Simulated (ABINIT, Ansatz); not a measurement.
## LiHS (Ama2): one start, several treatments of the self-energy

How much does the gap of LiHS (Ama2) depend on the approximation to the self-energy?

Program: ABINIT 10.8.3. Level of theory: PBEsol and many-body steps on it, plane waves. Results are calculated unless marked as measured.

### 1. The starting structure

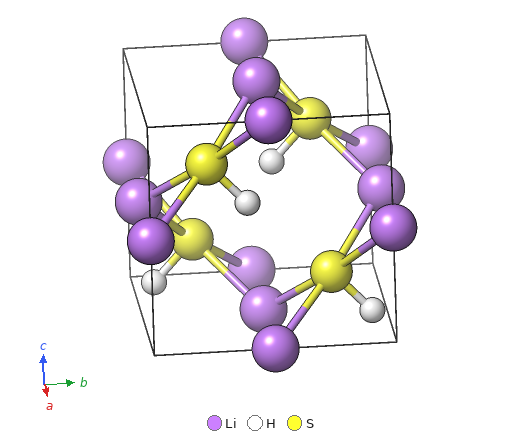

Start, viewed slightly off an axis; lithium purple, hydrogen white, sulfur yellow. This picture shows the conventional cell, with its axes. Some periodic images of atoms are drawn too.

The cell and positions come from the Crystallography Open Database and are kept as given unless a step says otherwise.

### 2. Empty states on the mesh, 2×2×2 mesh, 180 bands

This step: ABINIT 10.8.3; DFT, PBEsol, plane waves, norm-conserving pseudopotentials.

The sums over transitions need many empty states on a uniform mesh; this step solves for them.

run.abi reads:

```
acell 3*1.0 Angstrom
rprim 
  6.156870000000 0.000000000000 0.000000000000
  0.000000000000 2.809205000000 2.757390000000
  0.000000000000 -2.809205000000 2.757390000000
ntypat 3
znucl 3 1 16
natom 6
typat 1 1 2 2 3 3
xred 
  0.500000000000 0.501660000000 0.501660000000
  0.000000000000 0.501660000000 0.501660000000
  0.250000000000 0.133090000000 0.983490000000
  0.750000000000 0.983490000000 0.133090000000
  0.750000000000 0.998760000000 0.475340000000
  0.250000000000 0.475340000000 0.998760000000
pp_dirpath "pseudos"
pseudos "Li.upf, H.upf, S.upf"
ecut 33
ngkpt 2 2 2
nshiftk 1
shiftk 0 0 0
kptopt 1
chksymbreak 0
iscf -2
irdden 1
istwfk *1
nband 180
nbdbuf 16
tolwfr 1e-09
nstep 60
prtvol 0
indata_prefix "in"
outdata_prefix "out"
tmpdata_prefix "tmp"
```

Command:

```
$ OMP_NUM_THREADS=1 mpirun -n 4 abinit run.abi > log
```

Numbers of over 12 decimals in the logs are rounded to 6 here.

The log of the run:

```text
.Version 10.8.3 of ABINIT. v10.8.2 released Aug 2026.

 Symmetries : space group Am a 2 (# 40); Bravais oC (1-face-center ortho.)
[... echo of the input left out ...]
== DATASET  1 ==================================================================
-   mpi_nproc: 4, omp_nthreads: 1 (-1 if OMP is not activated)

--- !DatasetInfo
iteration_state: {dtset: 1, }
dimensions: {natom: 6, nkpt: 6, mband: 180, nsppol: 1, nspinor: 1, nspden: 1, mpw: 5848, }
cutoff_energies: {ecut:  33.0, pawecutdg:  -1.0, }
[...]
2.74963    2.75307    2.75634    2.78160    2.81194    2.81538    2.81813    2.82614
   2.82840    2.83531    2.84864    2.85986    2.87155    2.88528    2.88915    2.90719
   2.91113    2.92367    2.92483    2.92782
 prteigrs : prtvol=0 or 1, do not print more k-points.

== END DATASET(S) ==============================================================
================================================================================

 -outvars: echo values of variables after computation  --------
            nband         180
             nkpt           6
          spgroup          40
 [... the other variables as echoed above ...]

 Calculation completed.
```

Elapsed: 1.9 min, on 4 MPI ranks of Arm Neoverse N1, shared host; peak memory 0.41 GiB; 7.6 min of CPU time.

Numbers from this step:

| Property | Result |
| --- | --- |
| gap | 3.330 eV |
| k of the valence top | 0, 0, 0 |
| k of the conduction bottom | 0, 0, 0 |
| least direct gap | 3.330 eV |
| k points computed | 6 |
| lowest point of the top converged band, above the valence top | 73.3633 eV |

On this mesh the gap is 3.330 eV.

The density comes from a self-consistent run that is not shown.

### 3. Screening, 2×2×2 mesh, 73 bands, screening to 114.3 eV

The RPA dielectric matrix is built and inverted for each q.

This step: RPA screening on PBEsol, plane waves, norm-conserving pseudopotentials.

run.abi: that of step 2 with these lines changed.

```diff
@@ -24,10 +24,11 @@
 chksymbreak 0
-iscf -2
-irdden 1
 istwfk *1
-nband 180
-nbdbuf 16
-tolwfr 1e-09
-nstep 60
-prtvol 0
+occopt 1
+irdwfk 1
+optdriver 3
+nband 73
+ecuteps 4.2
+inclvkb 2
+awtr 1
+symchi 1
 indata_prefix "in"
```

The log of the run:

```text
.Version 10.8.3 of ABINIT. v10.8.2 released Aug 2026.

 Symmetries : space group Am a 2 (# 40); Bravais oC (1-face-center ortho.)
[... echo of the input left out ...]
== DATASET  1 ==================================================================
-   mpi_nproc: 4, omp_nthreads: 1 (-1 if OMP is not activated)

--- !DatasetInfo
iteration_state: {dtset: 1, }
dimensions: {natom: 6, nkpt: 6, mband: 73, nsppol: 1, nspinor: 1, nspden: 1, mpw: 5848, }
cutoff_energies: {ecut:  33.0, pawecutdg:  -1.0, }
electrons: {nelect:   2.00000000E+01, charge:   0.00000000E+00, occopt:   1.00000000E+00, tsmear:   1.00000000E-02, }

 SCREENING: Calculation of the susceptibility and dielectric matrices

 Based on a program developped by R.W. Godby, V. Olevano, G. Onida, and L. Reining.
 Incorporated in ABINIT by V. Olevano, G.-M. Rignanese, and M. Torrent.
.Using double precision arithmetic ; gwpc =  8

[... cell and pseudopotentials left out ...]
--------------------------------------------------------------------------------

 ==== K-mesh for the wavefunctions ====
 Number of points in the irreducible wedge :     6
[... list of points left out ...]
 Together with  4 symmetry operations and time-reversal symmetry
 yields     8 points in the full Brillouin Zone.

 ==== Q-mesh for the screening function ====
 Number of points in the irreducible wedge :     6
[... list of points left out ...]
 Together with  4 symmetry operations and time-reversal symmetry
 yields     8 points in the full Brillouin Zone.

 setmesh: FFT mesh size selected  =    48x   32x   32
          total number of points  =        49152

 vcoul_init : cutoff-mode = AUXILIARY_FUNCTION
 q-points for optical limit:   1
     1)      0.000010    0.000020    0.000030

- screening: taking advantage of time-reversal symmetry
- Maximum band index for partially occupied states nbvw = 10
- Remaining bands to be divided among processors   nbcw = 63
- Number of bands treated by each node ~15

 Number of electrons calculated from density =   20.0000; Expected =   20.0000
 average of density, n =  0.031071
 r_s =    1.9733
 omega_plasma =   17.0034 [eV]

 calculating chi0 at frequencies [eV] :
  1    0.000000E+00    0.000000E+00
  2    0.000000E+00    1.700343E+01

--------------------------------------------------------------------------------
  q-point number  1        q = ( 0.000000, 0.000000, 0.000000) [r.l.u.]
--------------------------------------------------------------------------------
[... chi0 elements left out ...]
 For q-point:  0.000010 0.000020 0.000030
  dielectric constant =   3.7266
  dielectric constant without local fields =   4.6170

  Average fulfillment of the sum rule on Im[epsilon] for q-point    1 :     61.62  [%]
[... wings left out ...]
  q-point number  2        q = ( 0.500000, 0.000000, 0.000000) [r.l.u.]
--------------------------------------------------------------------------------
[... chi0 elements left out ...]
  Average fulfillment of the sum rule on Im[epsilon] for q-point    2 :     70.84  [%]

 [... 4 further q-points ...]
```

Wall time 16 s (4 MPI ranks); peak memory 0.95 GiB; 63 s of CPU time.

This step gave:

```
ε∞ with local fields, on this mesh, along the program's q direction : 3.727
the same without local fields                                       : 4.617
plasma frequency                                                    : 17.00 eV
plane waves in the screening matrix                                 : 283
```

Local fields lower ε∞ by 19 %. On a Γ-centred mesh this coarse the value itself is usually too large, while a short band sum pulls it down.

### 4. G0W0, Godby-Needs plasmon pole

The self-energy is evaluated for the states that the input lists, and the levels follow from it, in one-shot runs by the linearised quasiparticle equation.

This step: G0W0 on PBEsol, plane waves, norm-conserving pseudopotentials.

run.abi: that of step 3 with these lines changed.

```diff
@@ -27,8 +27,15 @@
 irdwfk 1
-optdriver 3
+optdriver 4
 nband 73
+gwcalctyp 0
+ecutsigx 33
+symsigma 1
+nkptgw 1
+kptgw 
+  0.0000000000 0.0000000000 0.0000000000
+bdgw 
+  9 12
 ecuteps 4.2
-inclvkb 2
-awtr 1
-symchi 1
+irdscr 1
+ppmodel 1
 indata_prefix "in"
```

The log of the run:

```text
.Version 10.8.3 of ABINIT. v10.8.2 released Aug 2026.

 Symmetries : space group Am a 2 (# 40); Bravais oC (1-face-center ortho.)
[... echo of the input left out ...]
== DATASET  1 ==================================================================
-   mpi_nproc: 4, omp_nthreads: 1 (-1 if OMP is not activated)

--- !DatasetInfo
iteration_state: {dtset: 1, }
dimensions: {natom: 6, nkpt: 6, mband: 73, nsppol: 1, nspinor: 1, nspden: 1, mpw: 5848, }
cutoff_energies: {ecut:  33.0, pawecutdg:  -1.0, }
electrons: {nelect:   2.00000000E+01, charge:   0.00000000E+00, occopt:   1.00000000E+00, tsmear:   1.00000000E-02, }

 SIGMA: Calculation of the GW corrections

 Based on a program developped by R.W. Godby, V. Olevano, G. Onida, and L. Reining.
 Incorporated in ABINIT by V. Olevano, G.-M. Rignanese, and M. Torrent.
.Using double precision arithmetic ; gwpc =  8

[... cell and pseudopotentials left out ...]
--------------------------------------------------------------------------------

 ==== K-mesh for the wavefunctions ====
 Number of points in the irreducible wedge :     6
[... list of points left out ...]
 Together with  4 symmetry operations and time-reversal symmetry
 yields     8 points in the full Brillouin Zone.

 ==== Q-mesh for screening function ====
 Number of points in the irreducible wedge :     6
[... list of points left out ...]
 Together with  4 symmetry operations and time-reversal symmetry
 yields     8 points in the full Brillouin Zone.

 vcoul_init : cutoff-mode = AUXILIARY_FUNCTION
 q-points for optical limit:   1
     1)      0.000010    0.000020    0.000030
 setmesh: FFT mesh size selected  =    64x   40x   40
          total number of points  =       102400

 Number of electrons calculated from density =   20.0000; Expected =   20.0000
 average of density, n =  0.031071
 r_s =    1.9733
 omega_plasma =   17.0034 [eV]

 === KS Band Gaps ===
  >>>> For spin  1
   Minimum direct gap =   3.3299 [eV], located at k-point      :   0.0000  0.0000  0.0000
   Fundamental gap    =   3.3299 [eV], Top of valence bands at :   0.0000  0.0000  0.0000
                                       Bottom of conduction at :   0.0000  0.0000  0.0000
 SIGMA fundamental parameters:
 PLASMON POLE MODEL  1
 number of plane-waves for SigmaX                 5839
 number of plane-waves for SigmaC and W            283
 number of plane-waves for wavefunctions          5839
 number of bands                                    73
 number of independent spin polarizations            1
 number of spinorial components                      1
 number of k-points in IBZ                           6
 number of q-points in IBZ                           6
 number of symmetry operations                       4
 number of k-points in BZ                            8
 number of q-points in BZ                            8
 number of frequencies for dSigma/dE                 9
 frequency step for dSigma/dE [eV]                0.25
 number of omega for Sigma on real axis              0
 max omega for Sigma on real axis  [eV]           0.00
 zcut for avoiding poles [eV]                     0.10

 EPSILON^-1 parameters (SCR file):
 dimension of the eps^-1 matrix on file            283
 dimension of the eps^-1 matrix used               283
 number of plane-waves for wavefunctions          5839
 number of bands                                    73
 number of q-points in IBZ                           6
 number of frequencies                               2
 number of real frequencies                          1
 number of imag frequencies                          1

 matrix elements of self-energy operator (all in [eV])

 Perturbative Calculation

--- !SelfEnergy_ee
iteration_state: {dtset: 1, }
kpoint     : [   0.000,    0.000,    0.000, ]
spin       : 1
KS_gap     :    3.330
QP_gap     :    5.473
Delta_QP_KS:    2.143
data: !SigmaeeData |
     Band     E0 <VxcDFT>   SigX SigC(E0)      Z dSigC/dE  Sig(E)    E-E0       E
        9  -0.707 -12.411 -15.817   2.119   0.794  -0.259 -13.434  -1.023  -1.730
       10  -0.122 -12.727 -15.736   1.898   0.797  -0.255 -13.612  -0.885  -1.007
       11   3.208  -8.834  -4.303  -3.009   0.827  -0.209  -7.575   1.258   4.466
       12   3.571  -8.614  -4.145  -2.917   0.827  -0.209  -7.330   1.285   4.856

== END DATASET(S) ==============================================================
================================================================================

 -outvars: echo values of variables after computation  --------
           etotal      0.0000000000E+00
            nband          73
             nkpt           6
          spgroup          40
 [... the other variables as echoed above ...]

 Calculation completed.
```

Run time: 6.7 s. Hardware: 4 MPI ranks; peak memory 0.76 GiB; 26 s of CPU time.

Numbers from this step:

```yaml
g0w0_gap_on_the_points_computed: 5.473 eV
starting_gap_on_the_mesh: 3.330 eV
k_of_the_valence_top: 0, 0, 0
k_of_the_conduction_bottom: 0, 0, 0
z_at_the_valence_top: 0.797
z_at_the_conduction_bottom: 0.827
least_direct_g0w0_gap_on_the_computed_points: 5.473 eV
```

The gap on the mesh goes from 3.33 eV to 5.47 eV, a correction of +2.14 eV.

### 5. G0W0, Hybertsen-Louie plasmon pole

run.abi: that of step 4 with these lines changed.

```diff
@@ -39,3 +39,3 @@
 irdscr 1
-ppmodel 1
+ppmodel 2
 indata_prefix "in"
```

The log of the run:

```text
.Version 10.8.3 of ABINIT. v10.8.2 released Aug 2026.

 Symmetries : space group Am a 2 (# 40); Bravais oC (1-face-center ortho.)
[... echo of the input left out ...]
== DATASET  1 ==================================================================
-   mpi_nproc: 4, omp_nthreads: 1 (-1 if OMP is not activated)

--- !DatasetInfo
iteration_state: {dtset: 1, }
dimensions: {natom: 6, nkpt: 6, mband: 73, nsppol: 1, nspinor: 1, nspden: 1, mpw: 5848, }
cutoff_energies: {ecut:  33.0, pawecutdg:  -1.0, }
electrons: {nelect:   2.00000000E+01, charge:   0.00000000E+00, occopt:   1.00000000E+00, tsmear:   1.00000000E-02, }

 SIGMA: Calculation of the GW corrections

 Based on a program developped by R.W. Godby, V. Olevano, G. Onida, and L. Reining.
 Incorporated in ABINIT by V. Olevano, G.-M. Rignanese, and M. Torrent.
.Using double precision arithmetic ; gwpc =  8

[... cell and pseudopotentials left out ...]
--------------------------------------------------------------------------------

 ==== K-mesh for the wavefunctions ====
 Number of points in the irreducible wedge :     6
[... list of points left out ...]
 Together with  4 symmetry operations and time-reversal symmetry
 yields     8 points in the full Brillouin Zone.

 ==== Q-mesh for screening function ====
 Number of points in the irreducible wedge :     6
[... list of points left out ...]
 Together with  4 symmetry operations and time-reversal symmetry
 yields     8 points in the full Brillouin Zone.

 vcoul_init : cutoff-mode = AUXILIARY_FUNCTION
 q-points for optical limit:   1
     1)      0.000010    0.000020    0.000030
 setmesh: FFT mesh size selected  =    64x   40x   40
          total number of points  =       102400

 Number of electrons calculated from density =   20.0000; Expected =   20.0000
[...]
number of k-points in IBZ                           6
 number of q-points in IBZ                           6
 number of symmetry operations                       4
 number of k-points in BZ                            8
 number of q-points in BZ                            8
 number of frequencies for dSigma/dE                 9
 frequency step for dSigma/dE [eV]                0.25
 number of omega for Sigma on real axis              0
 max omega for Sigma on real axis  [eV]           0.00
 zcut for avoiding poles [eV]                     0.10

 EPSILON^-1 parameters (SCR file):
 dimension of the eps^-1 matrix on file            283
 dimension of the eps^-1 matrix used               283
 number of plane-waves for wavefunctions          5839
 number of bands                                    73
 number of q-points in IBZ                           6
 number of frequencies                               2
 number of real frequencies                          1
 number of imag frequencies                          1

 matrix elements of self-energy operator (all in [eV])

 Perturbative Calculation

--- !SelfEnergy_ee
iteration_state: {dtset: 1, }
kpoint     : [   0.000,    0.000,    0.000, ]
spin       : 1
KS_gap     :    3.330
QP_gap     :    5.589
Delta_QP_KS:    2.259
data: !SigmaeeData |
     Band     E0 <VxcDFT>   SigX SigC(E0)      Z dSigC/dE  Sig(E)    E-E0       E
        9  -0.707 -12.411 -15.817   1.900   0.832  -0.203 -13.664  -1.253  -1.960
       10  -0.122 -12.727 -15.736   1.680   0.833  -0.200 -13.834  -1.107  -1.229
       11   3.208  -8.834  -4.303  -3.189   0.858  -0.165  -7.682   1.152   4.360
       12   3.571  -8.614  -4.145  -3.069   0.859  -0.163  -7.411   1.204   4.775

== END DATASET(S) ==============================================================
================================================================================

 -outvars: echo values of variables after computation  --------
           etotal      0.0000000000E+00
            nband          73
             nkpt           6
          spgroup          40
 [... the other variables as echoed above ...]

 Calculation completed.
```

Run time: 6.5 s. Hardware: 4 MPI ranks; peak memory 0.75 GiB.

This step gave:

- G0W0 gap on the points computed: 5.589 eV
- starting gap on the mesh: 3.330 eV
- k of the valence top: 0, 0, 0
- k of the conduction bottom: 0, 0, 0
- Z at the valence top: 0.833
- Z at the conduction bottom: 0.858
- least direct G0W0 gap on the computed points: 5.589 eV

Against G0W0 in ABINIT (2×2×2 mesh, 73 bands, screening to 114.3 eV, Godby-Needs plasmon pole), the gap moves by +0.116 eV.

### 6. G0W0, von der Linden-Horsch plasmon pole

run.abi: that of step 5 with these lines changed.

```diff
@@ -39,3 +39,3 @@
 irdscr 1
-ppmodel 2
+ppmodel 3
 indata_prefix "in"
```

The log of the run:

```text
.Version 10.8.3 of ABINIT. v10.8.2 released Aug 2026.

 Symmetries : space group Am a 2 (# 40); Bravais oC (1-face-center ortho.)
[... echo of the input left out ...]
== DATASET  1 ==================================================================
-   mpi_nproc: 4, omp_nthreads: 1 (-1 if OMP is not activated)

--- !DatasetInfo
iteration_state: {dtset: 1, }
dimensions: {natom: 6, nkpt: 6, mband: 73, nsppol: 1, nspinor: 1, nspden: 1, mpw: 5848, }
cutoff_energies: {ecut:  33.0, pawecutdg:  -1.0, }
[...]
10  -0.122 -12.727 -15.736   1.659   0.843  -0.186 -13.865  -1.138  -1.260
       11   3.208  -8.834  -4.303  -3.227   0.869  -0.151  -7.701   1.133   4.341
       12   3.571  -8.614  -4.145  -3.130   0.871  -0.149  -7.448   1.166   4.737

== END DATASET(S) ==============================================================
================================================================================

 -outvars: echo values of variables after computation  --------
           etotal      0.0000000000E+00
            nband          73
             nkpt           6
          spgroup          40
 [... the other variables as echoed above ...]

 Calculation completed.
```

It took 5.8 s on 4 MPI ranks; peak memory 0.42 GiB; 23 s of CPU time.

Numbers from this step:

```
G0W0 gap on the points computed              : 5.601 eV
starting gap on the mesh                     : 3.330 eV
k of the valence top                         : 0, 0, 0
k of the conduction bottom                   : 0, 0, 0
least direct G0W0 gap on the computed points : 5.601 eV
```

Against G0W0 in ABINIT (2×2×2 mesh, 73 bands, screening to 114.3 eV, Godby-Needs plasmon pole), the gap moves by +0.128 eV.

### 7. One-shot COHSEX

This step: one-shot COHSEX on PBEsol, plane waves, norm-conserving pseudopotentials.

run.abi: that of step 6 with these lines changed.

```diff
@@ -29,3 +29,3 @@
 nband 73
-gwcalctyp 0
+gwcalctyp 7
 ecutsigx 33
@@ -39,3 +39,2 @@
 irdscr 1
-ppmodel 3
 indata_prefix "in"
```

The log of the run:

```text
.Version 10.8.3 of ABINIT. v10.8.2 released Aug 2026.

 Symmetries : space group Am a 2 (# 40); Bravais oC (1-face-center ortho.)
[... echo of the input left out ...]
== DATASET  1 ==================================================================
-   mpi_nproc: 4, omp_nthreads: 1 (-1 if OMP is not activated)

--- !DatasetInfo
iteration_state: {dtset: 1, }
dimensions: {natom: 6, nkpt: 6, mband: 73, nsppol: 1, nspinor: 1, nspden: 1, mpw: 5848, }
cutoff_energies: {ecut:  33.0, pawecutdg:  -1.0, }
[...]
10  -0.122 -12.727 -15.736  -0.178   1.000   0.000 -15.914  -3.187  -3.309
       11   3.208  -8.834  -4.303  -4.353   1.000   0.000  -8.656   0.178   3.385
       12   3.571  -8.614  -4.145  -4.226   1.000   0.000  -8.370   0.244   3.815

== END DATASET(S) ==============================================================
================================================================================

 -outvars: echo values of variables after computation  --------
           etotal      0.0000000000E+00
            nband          73
             nkpt           6
          spgroup          40
 [... the other variables as echoed above ...]

 Calculation completed.
```

Elapsed: 3.5 s, on 4 MPI ranks; peak memory 0.43 GiB.

This step gave:

```yaml
quasiparticle_gap_on_the_points_computed: 6.694 eV
starting_gap_on_the_mesh: 3.330 eV
k_of_the_valence_top: 0, 0, 0
k_of_the_conduction_bottom: 0, 0, 0
least_direct_quasiparticle_gap_on_the_computed_points: 6.694 eV
```

Against G0W0 in ABINIT (2×2×2 mesh, 73 bands, screening to 114.3 eV, Godby-Needs plasmon pole), the gap moves by +1.221 eV.

(Continued in part 2 of 2.)

[Paths, hosts, dates, memory and timing lines, banners, echoed tables and standing remarks are left out of the program output.]

[Logs are printed without paths, hosts, clocks, repeated set-up lines and the standing remarks that a program may print on its own settings, such as how far it seeks lower states.]

[Runs of the session that timed out or met a known fault of the program may be left out.]

[Hosts, paths, dates, database ids (printed as entryN), source tags and the programs' standing remarks are cut or masked in the printed files.]

[G0W0 gaps are taken among the corrected bands and points alone; a level outside them can change the order at an edge.]

[Where Ansatz stands beside ABINIT at settings called matched, ABINIT's density can come from a denser mesh and the files from another edition; pairs whose starting gaps differed by over 0.03 eV were left out, so agreement reads better than it is.]
